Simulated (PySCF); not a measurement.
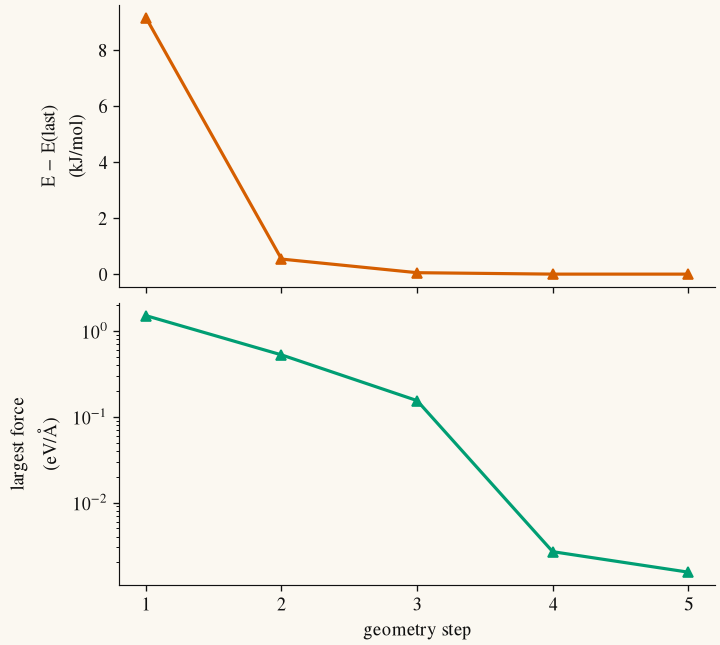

History of a geometry optimisation. The run: ClGeH3 (SMILES [Cl][GeH3]), by PBE0-D3(BJ)/def2-SVP, geometry optimisation in PySCF.

The optimisation met its thresholds at geometry 5, counting the start as the first. The energy fell by about 9.2 kJ/mol from the first step to the last. The largest force goes from about 1.5 eV/Å at the start to 1.5 × 10⁻³ eV/Å at the end.
